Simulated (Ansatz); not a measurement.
# Al3Cl: what a guessed cell relaxes into

The task: take a trial cell of Al3Cl to zero force and stress.

Method: DFT PBE, scalar-relativistic, plane waves, PAW, in Ansatz 0.2.0.

## (1) The starting structure

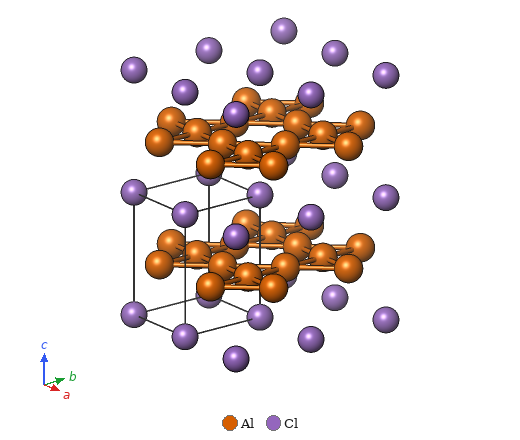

Start, viewed slightly off an axis; aluminium orange, chlorine purple. 2×2×2 cells are drawn. Atoms on the faces are drawn again on the opposite ones.

As a file:

```
CELL_PARAMETERS angstrom
4.58467 0.00000 0.00000
-2.29234 3.97044 0.00000
0.00000 0.00000 4.50671
ATOMIC_POSITIONS crystal
Al 0.50000 0.00000 0.50000
Al 0.00000 0.50000 0.50000
Al 0.50000 0.50000 0.50000
Cl 0.00000 0.00000 0.00000
```

Recipe of the guess: random cell by space group and Wyckoff sites (P6/mmm, No. 191). The dimensions are guesses.

## (2) A first look at the guess

input.yaml reads:

```yaml
crystal:
  lattice:
    - [4.58467162, 0.0, 0.0]
    - [-2.29233581, 3.97044209, 0.0]
    - [0.0, 0.0, 4.50671312]
  atoms:
    - { symbol: Al, position: [0.5, 0.0, 0.5] }
    - { symbol: Al, position: [0.0, 0.5, 0.5] }
    - { symbol: Al, position: [0.5, 0.5, 0.5] }
    - { symbol: Cl, position: [0.0, 0.0, 0.0] }
basis:
  ecutwfc: 420
kpoints:
  mp_grid: { grid: [6, 6, 4] }
hamiltonian:
  xc: pbe
scf:
  occupations: { method: gaussian, width: 0.1 }
  lower_state_search: "off"
output:
  forces: true
  stress: true
  eigenvalues: true
```

Started as:

```bash
> ansatz run input.yaml --threads 1 --pin off --max-ram 2560MiB --backend cpu --events-out ev --progress --plain --runs-dir out
```

What it wrote, cut to the lines that bear on the results:

```text
Warning: RAYON_NUM_THREADS=1 ignored (pool sized by the plan → 1); use --threads N
[...]
Pseudopotentials: kind: paw
Pseudopotential: Al, paw, valence charge 3, recommended cutoff 420 eV (normal), Al.paw.azcp
Pseudopotential: Cl, paw, valence charge 7, recommended cutoff 420 eV (normal), Cl.paw.azcp
Functional definition: PBE
[...]
Crystal: 4 atoms, lattice volume = 82.036 Å³
Basis set: ecut = 420 eV, 1641 PW (Γ), exchange–correlation on 64×64×64 points (8 copies of the dense FFT grid, shifted against one another)
Bands: 12, of which v1, the nominal top of the filled ones, is band 8 counted from 1 (7 counted from 0)
Symmetry: 24 space group operations
Space group: P6/mmm (ITA 191), of the structure as read, at distance tolerance 4.3e-5 Å
[...]
SCF converged after 6 iterations
Free energy (F): -2687.720146 eV
[...]
E sigma→0 (E₀):  -2687.706938 eV
Entropy (-TS):   -0.026417 eV (-6.604 meV/atom)
Fermi energy:    5.716544 eV
[...]
--- Forces (eV/Å), atoms counted from 1 ---
  atom   1  Al     0.00000000    -0.00000000     0.00000000
  atom   2  Al    -0.00000000    -0.00000000     0.00000000
  atom   3  Al    -0.00000000     0.00000000     0.00000000
  atom   4  Cl     0.00000000     0.00000000     0.00000000
[...]
--- Stress (GPa, compression-positive) ---
       31.806920       0.000000      -0.000000
        0.000000      31.806920      -0.000000
       -0.000000      -0.000000       4.631891
  P = ⅓ Tr σ = 22.7486 GPa (227.486 kbar)
--- Band table (eV; the first three rows and the last of 21) ---
  k-point 0: bands = ["-10.3422", "-3.3952", "0.7643", "1.3134", "1.3134", "2.1516", "5.7456", "5.7456", "6.1872", "6.6584", "6.6584", "7.6834"]
[...]
```

Wall time 1.2 s (1 thread of Arm Neoverse V2, shared host); peak memory 0.3 GiB.

From the probe: pressure 22.7 GPa, largest force 0.00 eV/Å, gap on this mesh none (metal). A guess like this is first relaxed loosely on the coarse mesh.

## (3) Coarse relaxation

Edit input.yaml of step 2 so:

```diff
@@ -23 +23,6 @@
   eigenvalues: true
+relax:
+  adjacent_minimum: "off"
+  f_tol: 0.04
+  max_steps: 70
+  cell: { stress_tol: 0.4 }
```

Started as:

```bash
> ansatz run input.yaml --threads 1 --pin off --max-ram 2560MiB --backend cpu --events-out ev --progress --plain --runs-dir out
```

What it wrote:

```text
Warning: RAYON_NUM_THREADS=1 ignored (pool sized by the plan → 1); use --threads N
Engine: ansatz 0.2.0, aarch64-unknown-linux-gnu
Pseudopotentials: kind: paw
Pseudopotential: Al, paw, valence charge 3, recommended cutoff 420 eV (normal), Al.paw.azcp
Pseudopotential: Cl, paw, valence charge 7, recommended cutoff 420 eV (normal), Cl.paw.azcp
Functional definition: PBE
  parameter kappa = 0.804
  parameter beta = 0.06672455060314922
  exchange = pbe_x(kappa = kappa, mu = beta*pi^2/3)
  correlation = pbe_c(beta = beta)
Crystal: 4 atoms, lattice volume = 82.036 Å³
Basis set: ecut = 420 eV, 1641 PW (Γ), exchange–correlation on 64×64×64 points (8 copies of the dense FFT grid, shifted against one another)
Bands: 12, of which v1, the nominal top of the filled ones, is band 8 counted from 1 (7 counted from 0)
Symmetry: 24 space group operations
Space group: P6/mmm (ITA 191), of the structure as read, at distance tolerance 4.3e-5 Å
k-points: 21 of 144
Non-local potential: Al, projectors of the file, l = 0: 2, l = 1: 2, l = 2: 1
Non-local potential: Cl, projectors of the file, l = 0: 2, l = 1: 2, l = 2: 2
PAW form: soft (Blöchl's): semilocal exchange-correlation on the pseudo side does not see the compensation charge
PAW one-centre angular grid: Al, 110 points (default); XC on 64 Gauss nodes
PAW one-centre angular grid: Cl, 110 points (default); XC on 64 Gauss nodes
Initial density: superposition of atomic densities (neutral atoms: chi_scale 0, normalization atom), corrected by the library's trained network
Initial wavefunctions: pseudopotential atomic-orbital guess
Functional: x = pbe(κ = 0.804, μ = 0.2195149727645171), c = pbe(β = 0.06672455060314922)
SCF iter   1: F=—  HF=-2687.727684 eV  |F-HF|=—  |Δ(HF+E_count)|=         —  Δρ=5.02e-3  dr2=4.09e-2  ethr=1.77e-3  ⟨swp⟩=6.1  Hψ=1773  notcnv=0
preconditioner: auto → none  [metal: Δε(μ)=0.081 eV  Ē_g=7.747 eV  σ=0.100 eV  W_gap=0.40  n_scr=8 (ndim 8)  ℏωp=16.4 eV  f_vac=0.000  D(μ)=4.13/eV (n_scr^D=28)  sad-step TF]
SCF iter   2: F=—  HF=-2687.723512 eV  |F-HF|=—  |Δ(HF+E_count)|=   4.17e-3  Δρ=3.20e-3  dr2=1.94e-2  ethr=2.56e-4  ⟨swp⟩=1.0  Hψ=420  notcnv=0
SCF iter   3: F=—  HF=-2687.720159 eV  |F-HF|=—  |Δ(HF+E_count)|=   3.35e-3  Δρ=5.15e-4  dr2=1.92e-4  ethr=1.21e-4  ⟨swp⟩=2.6  Hψ=428  notcnv=0
SCF iter   4: F=—  HF=-2687.720238 eV  |F-HF|=—  |Δ(HF+E_count)|=   7.87e-5  Δρ=1.58e-4  dr2=2.57e-5  ethr=1.20e-6  ⟨swp⟩=2.5  Hψ=421  notcnv=0
SCF iter   5: F=—  HF=-2687.720146 eV  |F-HF|=—  |Δ(HF+E_count)|=   9.22e-5  Δρ=3.09e-5  dr2=1.87e-6  ethr=1.61e-7  ⟨swp⟩=2.5  Hψ=410  notcnv=0
SCF iter   6: F=-2687.720146 eV  HF=-2687.720146 eV  |F-HF|=1.44e-9  |Δ(HF+E_count)|=   4.15e-8  Δρ=4.85e-6  dr2=2.05e-8  ethr=6.25e-10  ⟨swp⟩=4.3  Hψ=1282  notcnv=0
SCF 1 converged in 6 iterations: F = -2687.720146 eV  dr2 = 2.05e-8
relax step   1: F+E_penalty+E_count = -2687.72014598 eV  Δ(F+E_penalty+E_count) = +0.000e0 eV  max|allowed force component| = 2.827e-30 eV/Å  Δτ_max = 0.0000 Å  P = +22.749 GPa  Ω = 82.036 Å³  (6 SCF iters, dr2 threshold 1.00e-7 eV, accepted)
Crystal: 4 atoms, lattice volume = 91.310 Å³
Basis set: ecut = 420 eV, 1743 PW (Γ), exchange–correlation on 64×64×64 points (8 copies of the dense FFT grid, shifted against one another)
Initial density: handed on by an earlier stage of this run
Initial wavefunctions: those handed on with the density
iter 1 solved again at ethr=2.84e-3 eV; its pass at ethr=3.10e-3 eV (dr2=4.54e-1 eV) is discarded
SCF iter   1: F=—  HF=-2689.126582 eV  |F-HF|=—  |Δ(HF+E_count)|=         —  Δρ=1.33e-2  dr2=4.64e-1  ethr=2.84e-3  ⟨swp⟩=1.0  Hψ=1959  notcnv=0
preconditioner: auto → none  [metal: Δε(μ)=0.092 eV  Ē_g=6.052 eV  σ=0.100 eV  W_gap=0.47  n_scr=8 (ndim 8)  ℏωp=14.5 eV  f_vac=0.000  D(μ)=4.39/eV (n_scr^D=28)]
SCF iter   2: F=—  HF=-2689.008175 eV  |F-HF|=—  |Δ(HF+E_count)|=   1.18e-1  Δρ=3.76e-3  dr2=3.54e-2  ethr=2.84e-3  ⟨swp⟩=2.5  Hψ=368  notcnv=0
SCF iter   3: F=—  HF=-2688.997953 eV  |F-HF|=—  |Δ(HF+E_count)|=   1.02e-2  Δρ=9.25e-4  dr2=6.85e-4  ethr=2.21e-4  ⟨swp⟩=1.8  Hψ=506  notcnv=0  defer=1
SCF iter   4: F=—  HF=-2688.997991 eV  |F-HF|=—  |Δ(HF+E_count)|=   3.75e-5  Δρ=2.68e-4  dr2=6.08e-5  ethr=4.28e-6  ⟨swp⟩=2.3  Hψ=424  notcnv=0  defer=1
SCF iter   5: F=—  HF=-2688.998069 eV  |F-HF|=—  |Δ(HF+E_count)|=   7.85e-5  Δρ=3.21e-5  dr2=1.70e-6  ethr=3.80e-7  ⟨swp⟩=2.6  Hψ=389  notcnv=0  defer=1
SCF iter   6: F=-2688.998070 eV  HF=-2688.998070 eV  |F-HF|=1.21e-7  |Δ(HF+E_count)|=   5.80e-7  Δρ=1.15e-5  dr2=1.11e-7  ethr=2.50e-9  ⟨swp⟩=6.1  Hψ=1295  notcnv=0
SCF 2 converged in 6 iterations: F = -2688.998070 eV  dr2 = 1.11e-7
relax step   2: F+E_penalty+E_count = -2688.99807006 eV  Δ(F+E_penalty+E_count) = -1.278e0 eV  max|allowed force component| = 1.808e-31 eV/Å  Δτ_max = 0.0000 Å  P = +12.458 GPa  Ω = 91.310 Å³  energy of the carried Pulay correction = -2.209e-3 eV  (6 SCF iters, dr2 threshold 4.00e-7 eV, accepted)
Crystal: 4 atoms, lattice volume = 99.145 Å³
Basis set: ecut = 420 eV, 2001 PW (Γ), exchange–correlation on 64×64×64 points (8 copies of the dense FFT grid, shifted against one another)
iter 1 solved again at ethr=1.46e-3 eV; its pass at ethr=3.10e-3 eV (dr2=2.33e-1 eV) is discarded
SCF iter   1: F=—  HF=-2689.786385 eV  |F-HF|=—  |Δ(HF+E_count)|=         —  Δρ=9.46e-3  dr2=2.43e-1  ethr=1.46e-3  ⟨swp⟩=1.0  Hψ=1933  notcnv=0
preconditioner: auto → Kerker (q_TF=auto, 2.013 Å⁻¹)  [metal: Δε(μ)=0.098 eV  Ē_g=5.671 eV  σ=0.100 eV  W_gap=0.50  n_scr=20 (ndim 8)  ℏωp=14.0 eV  f_vac=0.000  D(μ)=3.44/eV (n_scr^D=26)]
SCF iter   2: F=—  HF=-2689.731508 eV  |F-HF|=—  |Δ(HF+E_count)|=   5.49e-2  Δρ=4.37e-3  dr2=5.14e-2  ethr=1.46e-3  ⟨swp⟩=1.1  Hψ=258  notcnv=0
preconditioner: auto → Resta (q_TF=auto, 2.013 Å⁻¹)  ε∞=7.2  [insulator: Δε(μ)=0.177 eV  Ē_g=5.584 eV  σ=0.100 eV  W_gap=0.52  n_scr=20 (ndim 8)  ℏωp=14.0 eV  f_vac=0.000  D(μ)=4.22/eV (n_scr^D=26)  ε∞_Penn≈7.2]
SCF iter   3: F=—  HF=-2689.716175 eV  |F-HF|=—  |Δ(HF+E_count)|=   1.53e-2  Δρ=1.11e-3  dr2=4.53e-3  ethr=3.21e-4  ⟨swp⟩=1.2  Hψ=424  notcnv=0
SCF iter   4: F=—  HF=-2689.715323 eV  |F-HF|=—  |Δ(HF+E_count)|=   8.53e-4  Δρ=4.78e-4  dr2=2.72e-4  ethr=2.83e-5  ⟨swp⟩=2.5  Hψ=403  notcnv=0
SCF iter   5: F=—  HF=-2689.715648 eV  |F-HF|=—  |Δ(HF+E_count)|=   3.25e-4  Δρ=8.83e-5  dr2=1.43e-5  ethr=1.70e-6  ⟨swp⟩=2.3  Hψ=401  notcnv=0
SCF iter   6: F=—  HF=-2689.715655 eV  |F-HF|=—  |Δ(HF+E_count)|=   6.71e-6  Δρ=1.91e-5  dr2=6.97e-7  ethr=8.95e-8  ⟨swp⟩=2.3  Hψ=399  notcnv=0
SCF iter   7: F=-2689.715655 eV  HF=-2689.715655 eV  |F-HF|=1.48e-8  |Δ(HF+E_count)|=   6.33e-7  Δρ=3.83e-6  dr2=2.90e-8  ethr=2.50e-9  ⟨swp⟩=5.6  Hψ=1257  notcnv=0
SCF 3 converged in 7 iterations: F = -2689.715655 eV  dr2 = 2.90e-8
relax step   3: F+E_penalty+E_count = -2689.71565517 eV  Δ(F+E_penalty+E_count) = -7.176e-1 eV  max|allowed force component| = 2.198e-31 eV/Å  Δτ_max = 0.0000 Å  P = +5.618 GPa  Ω = 99.145 Å³  energy of the carried Pulay correction = -3.944e-3 eV  (7 SCF iters, dr2 threshold 4.00e-7 eV, accepted)
[... from here on, the SCF cycles and remarks between the steps are left out ...]
relax step   4: F+E_penalty+E_count = -2690.05505278 eV  Δ(F+E_penalty+E_count) = -3.394e-1 eV  max|allowed force component| = 5.013e-31 eV/Å  Δτ_max = 0.0000 Å  P = +1.207 GPa  Ω = 104.503 Å³  energy of the carried Pulay correction = -5.116e-3 eV  (7 SCF iters, dr2 threshold 4.00e-7 eV, accepted)
relax step   5: F+E_penalty+E_count = -2690.18965917 eV  Δ(F+E_penalty+E_count) = -1.346e-1 eV  max|allowed force component| = 7.668e-31 eV/Å  Δτ_max = 0.0000 Å  P = -0.355 GPa  Ω = 104.252 Å³  energy of the carried Pulay correction = -5.177e-3 eV  (6 SCF iters, dr2 threshold 4.00e-7 eV, accepted)
relax step   6: F+E_penalty+E_count = -2690.28748552 eV  Δ(F+E_penalty+E_count) = -9.783e-2 eV  max|allowed force component| = 6.245e-31 eV/Å  Δτ_max = 0.0000 Å  P = -0.878 GPa  Ω = 101.346 Å³  energy of the carried Pulay correction = -4.696e-3 eV  (6 SCF iters, dr2 threshold 4.00e-7 eV, accepted)
relax step   7: F+E_penalty+E_count = -2690.41828286 eV  Δ(F+E_penalty+E_count) = -1.308e-1 eV  max|allowed force component| = 2.876e-31 eV/Å  Δτ_max = 0.0000 Å  P = -1.451 GPa  Ω = 97.641 Å³  energy of the carried Pulay correction = -4.026e-3 eV  (6 SCF iters, dr2 threshold 4.00e-7 eV, accepted)
relax step   8: F+E_penalty+E_count = -2690.58579273 eV  Δ(F+E_penalty+E_count) = -1.675e-1 eV  max|allowed force component| = 4.602e-31 eV/Å  Δτ_max = 0.0000 Å  P = -1.583 GPa  Ω = 93.302 Å³  energy of the carried Pulay correction = -3.183e-3 eV  (6 SCF iters, dr2 threshold 4.00e-7 eV, accepted)
relax step   9: F+E_penalty+E_count = -2690.78221068 eV  Δ(F+E_penalty+E_count) = -1.964e-1 eV  max|allowed force component| = 1.957e-31 eV/Å  Δτ_max = 0.0000 Å  P = -1.106 GPa  Ω = 88.757 Å³  energy of the carried Pulay correction = -2.244e-3 eV  (6 SCF iters, dr2 threshold 4.00e-7 eV, accepted)
relax step  10: F+E_penalty+E_count = -2691.00299533 eV  Δ(F+E_penalty+E_count) = -2.208e-1 eV  max|allowed force component| = 3.451e-31 eV/Å  Δτ_max = 0.0000 Å  P = -0.450 GPa  Ω = 84.429 Å³  energy of the carried Pulay correction = -1.304e-3 eV  (6 SCF iters, dr2 threshold 4.00e-7 eV, accepted)
relax step  11: F+E_penalty+E_count = -2691.04734889 eV  Δ(F+E_penalty+E_count) = -4.435e-2 eV  max|allowed force component| = 4.930e-31 eV/Å  Δτ_max = 0.0000 Å  P = +1.386 GPa  Ω = 79.950 Å³  energy of the carried Pulay correction = -2.722e-4 eV  (6 SCF iters, dr2 threshold 4.00e-7 eV, accepted)
relax step  12: F+E_penalty+E_count = -2691.07766278 eV  Δ(F+E_penalty+E_count) = -3.031e-2 eV  max|allowed force component| = 3.616e-31 eV/Å  Δτ_max = 0.0000 Å  P = +0.048 GPa  Ω = 82.507 Å³  energy of the carried Pulay correction = -8.839e-4 eV  (6 SCF iters, dr2 threshold 4.00e-7 eV, accepted)
relax step  13: F+E_penalty+E_count = -2691.07849111 eV  Δ(F+E_penalty+E_count) = -8.283e-4 eV  max|allowed force component| = 1.438e-31 eV/Å  Δτ_max = 0.0000 Å  P = +0.104 GPa  Ω = 82.386 Å³  energy of the carried Pulay correction = -8.597e-4 eV  (6 SCF iters, dr2 threshold 4.00e-7 eV, accepted)
relax step  14: F+E_penalty+E_count = -2691.12794301 eV  Δ(F+E_penalty+E_count) = -4.945e-2 eV  max|allowed force component| = 2.794e-31 eV/Å  Δτ_max = 0.0000 Å  P = +0.492 GPa  Ω = 82.386 Å³  stress off target by 7.03e-1 GPa  SCF on the basis re-selected at this cell (its energy is not comparable with the rows above)  (6 SCF iters)
relax step  15: F+E_penalty+E_count = -2691.12965137 eV  Δ(F+E_penalty+E_count) = -1.708e-3 eV  max|allowed force component| = 2.999e-31 eV/Å  Δτ_max = 0.0000 Å  P = +0.100 GPa  Ω = 83.150 Å³  energy of the carried Pulay correction = -1.402e-4 eV  (6 SCF iters, dr2 threshold 4.00e-7 eV, accepted)
iter 1 solved again at ethr=1.78e-7 eV; its pass at ethr=3.10e-3 eV (dr2=2.85e-5 eV) is discarded
SCF iter   1: F=—  HF=-2691.129778 eV  |F-HF|=—  |Δ(HF+E_count)|=         —  Δρ=9.99e-6  dr2=6.87e-9  ethr=1.78e-7  ⟨swp⟩=2.6  Hψ=2346  notcnv=0
eigensolver tolerance schedule: the retry pair's looser diagonalisation over-reported the residual by 4139.60 of it (diagonalisation noise at 0.31 of the residual, at the tolerance the schedule requests for it); recorded, not acted on — ethr = c·dr2/N_el stays at c = 1.0e-1
preconditioner: auto → none  [insulator: Δε(μ)=0.112 eV  Ē_g=7.349 eV  σ=0.100 eV  W_gap=0.57  n_scr=6 (ndim 8)  ℏωp=16.3 eV  f_vac=0.000  D(μ)=1.28/eV (n_scr^D=6)  ε∞_Penn≈5.9]
SCF iter   2: F=—  HF=-2691.129788 eV  |F-HF|=—  |Δ(HF+E_count)|=   1.03e-5  Δρ=5.09e-6  dr2=1.87e-9  ethr=4.29e-11  ⟨swp⟩=3.4  Hψ=565  notcnv=0
iter 3 did not close the SCF: its close was put off for the readings that it lacked (scf_convergence_deferred on its scf_iter line)
SCF iter   3: F=-2691.129788 eV  HF=-2691.129788 eV  |F-HF|=3.35e-8  |Δ(HF+E_count)|=   7.07e-8  Δρ=2.89e-6  dr2=5.32e-10  ethr=1.17e-11  ⟨swp⟩=2.0  Hψ=398  notcnv=0
iter 4 did not close the SCF: its close was put off for the readings that it lacked (scf_convergence_deferred on its scf_iter line)
SCF iter   4: F=-2691.129788 eV  HF=-2691.129788 eV  |F-HF|=1.68e-11  |Δ(HF+E_count)|=   3.36e-8  Δρ=7.45e-8  dr2=8.66e-13  ethr=3.33e-12  ⟨swp⟩=2.0  Hψ=414  notcnv=0
iter 5 did not close the SCF: its close was put off for the readings that it lacked (scf_convergence_deferred on its scf_iter line)
SCF iter   5: F=-2691.129788 eV  HF=-2691.129788 eV  |F-HF|=0.00e0  |Δ(HF+E_count)|=  1.77e-11  Δρ=1.15e-8  dr2=6.89e-14  ethr=1.00e-12  ⟨swp⟩=1.0  Hψ=252  notcnv=0
iter 6 did not close the SCF: its close was put off for the readings that it lacked (scf_convergence_deferred on its scf_iter line)
SCF iter   6: F=-2691.129788 eV  HF=-2691.129788 eV  |F-HF|=1.36e-12  |Δ(HF+E_count)|=  9.09e-13  Δρ=3.65e-9  dr2=6.85e-15  ethr=1.00e-12  ⟨swp⟩=1.0  Hψ=252  notcnv=0
SCF iter   7: F=-2691.129788 eV  HF=-2691.129788 eV  |F-HF|=4.55e-13  |Δ(HF+E_count)|=  9.09e-13  Δρ=1.53e-9  dr2=1.05e-15  ethr=1.00e-12  ⟨swp⟩=1.0  Hψ=588  notcnv=0
SCF 16 converged in 7 iterations: F = -2691.129788 eV  dr2 = 1.05e-15
relax step  16: F+E_penalty+E_count = -2691.12978833 eV  Δ(F+E_penalty+E_count) = -1.370e-4 eV  max|allowed force component| = 1.346e-31 eV/Å  Δτ_max = 0.0000 Å  P = +0.100 GPa  Ω = 83.150 Å³  stress off target by 1.24e-1 GPa  SCF on the basis re-selected at this cell (its energy is not comparable with the rows above)  (7 SCF iters)
basis re-selected at this cell: Δ(F+E_penalty+E_count) = -1.370e-4 eV, ΔP = -0.000 GPa vs the last step (what re-selecting the basis moved, of the pressure what is left beyond the Pulay correction that the steps carried, after the strain that the cell walked since its last selection, with what the two solves' SCF thresholds leave and, on support functions, any second-order correction that the steps lacked; it is no measure of the basis error at this ecutwfc). This SCF's stress stands 1.24e-1 GPa from its target on what of the cell is left free (relax.cell.stress_tol is 4.00e-1 GPa) and its largest allowed force component is 1.35e-31 eV/Å (relax.f_tol is 4.00e-2 eV/Å): within both
SCF converged after 7 iterations
Free energy (F): -2691.129788 eV
Harris-Foulkes:  -2691.129788 eV  (|F-HF|=4.55e-13)
Internal energy: -2691.123391 eV  (E = F + TS)
E sigma→0 (E₀):  -2691.126590 eV
Entropy (-TS):   -0.006397 eV (-1.599 meV/atom)
Fermi energy:    5.782322 eV
--- Per-component energies (eV) ---
  E_band       = 7.761164
  E_kinetic    = 220.345127
  E_local      = -278.878077  (includes V_loc(G=0)·N_el)
  E_nonlocal   = 61.832031
  E_hartree    = 107.327522
  E_xc         = -222.027496
  E_vxc        = -203.125476  (∫ρ·V_xc dr)
  E_paw        = -2060.403577  (= ΣΔE_a)
  E_vpaw       = -7.067570  (= ΣTr[D̂ρ^β])
  E_aug_tail   = 0.000086  (compensation charges beyond the density's cutoff)
  E_ewald      = -519.319007
  E_smearing   = -0.006397  (= −TS)
  E_closure    = 0.000000  (closes the sum)
  Σ components = -2691.129788   (vs F -2691.129788, Δ=0.00e0)
--- Forces (eV/Å), atoms counted from 1 ---
  atom   1  Al     0.00000000    -0.00000000     0.00000000
  atom   2  Al     0.00000000     0.00000000     0.00000000
  atom   3  Al     0.00000000     0.00000000     0.00000000
  atom   4  Cl     0.00000000     0.00000000     0.00000000
  max |Σ_I F_I| component: 4.56e-31 eV/Å
--- Stress (GPa, compression-positive) ---
        0.124492       0.000000       0.000000
       -0.000000       0.124492      -0.000000
        0.000000      -0.000000       0.050521
  P = ⅓ Tr σ = 0.0998 GPa (0.998 kbar)
--- Band table (eV; the first three rows and the last of 21) ---
  k-point 0: bands = ["-10.2975", "-2.3682", "0.2773", "0.2773", "2.0785", "2.1002", "2.1002", "4.6358", "7.5555", "7.5555", "11.2780", "12.5377"]
  k-point 1: bands = ["-9.8189", "-1.5141", "0.9853", "0.9853", "2.1473", "2.9972", "3.1588", "3.1588", "7.0468", "7.3538", "7.3538", "11.0013"]
  k-point 2: bands = ["-9.2303", "-0.9068", "2.0455", "2.0455", "2.1854", "2.6008", "4.7351", "6.1417", "6.1417", "6.3544", "6.3544", "6.3940"]
  k-point 20: bands = ["-9.2180", "-0.2325", "1.4058", "1.4058", "1.8625", "1.8625", "4.9449", "4.9449", "6.0489", "6.0590", "7.6686", "7.6686"]
--- Relaxed structure (14 steps of the walk, 14 accepted, 2 SCFs on fresh bases) ---
  F+E_penalty+E_count = -2691.12978833 eV   max|allowed force component| = 1.346e-31 eV/Å   (the final SCF, on the basis selected at the relaxed cell)
  cell:  # Å, volume = 83.1498 Å³
    - [5.726797424748954, 7.044634521459557e-33, -1.947435023961174e-34]
    - [-2.863398712374477, 4.959552052159897, 3.8709900659973963e-35]
    - [-1.914320523104491e-34, -6.658506167319977e-35, 2.927567089850216]
  atoms:
    - { symbol: Al, position: [0.5, 7.835756432886638e-35, 0.5] }
    - { symbol: Al, position: [2.007011410933187e-35, 0.5, 0.5] }
    - { symbol: Al, position: [0.5, 0.5, 0.5] }
    - { symbol: Cl, position: [-4.08738740282416e-34, 1.0046347668360936e-34, 4.118046071574423e-84] }
```

It took 21 s on 1 thread of Arm Neoverse V2, shared host; peak memory 0.32 GiB.

The steps of the relaxation:

```csv
step,E - E(step 1) (eV/cell),largest force component (eV/Å),pressure (GPa),volume (Å³)
1,0.0000,0.0000,22.75,82.04
2,-1.2779,0.0000,12.46,91.31
3,-1.9955,0.0000,5.62,99.14
4,-2.3349,0.0000,1.21,104.50
5,-2.4695,0.0000,-0.36,104.25
6,-2.5673,0.0000,-0.88,101.35
7,-2.6981,0.0000,-1.45,97.64
8,-2.8656,0.0000,-1.58,93.30
9,-3.0621,0.0000,-1.11,88.76
10,-3.2828,0.0000,-0.45,84.43
11,-3.3272,0.0000,1.39,79.95
12,-3.3575,0.0000,0.05,82.51
13,-3.3583,0.0000,0.10,82.39
14,-3.4078,0.0000,0.49,82.39
15,-3.4095,0.0000,0.10,83.15
16,-3.4096,0.0000,0.10,83.15
```

Step 1 is the start. Steps 14, 16 each repeat the geometry before them on a plane-wave basis chosen anew, so the energy can jump there without any move.

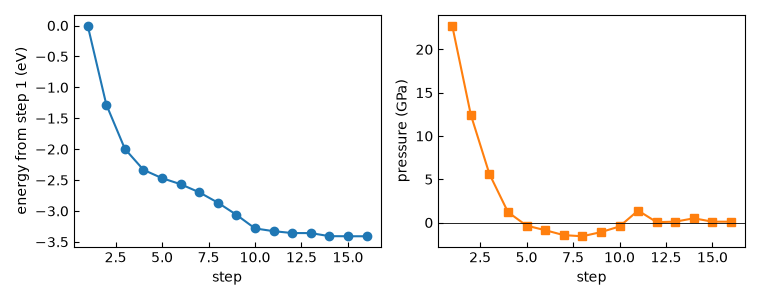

Energy and pressure along the relaxation.

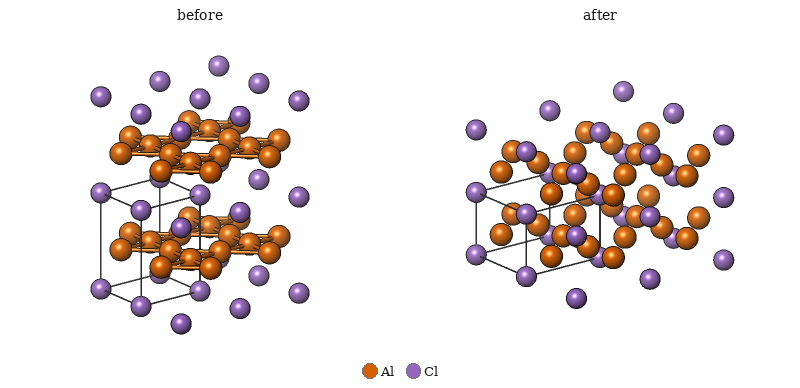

Before and after, at one scale.

|  | before | after | change |
| --- | --- | --- | --- |
| a (Å) | 4.585 | 5.727 | +24.9 % |
| b (Å) | 4.585 | 5.727 | +24.9 % |
| c (Å) | 4.507 | 2.928 | -35.0 % |
| volume (Å³/atom) | 20.51 | 20.79 | +1.4 % |
| shortest distance (Å) | 2.292 | 2.863 | +24.9 % |
| space group (0.01 Å) | P6/mmm | P6/mmm | same |

Forces and stress were held to the start's 24 operations: a distortion of lower symmetry was not tested.

[end of part 1 of 2]
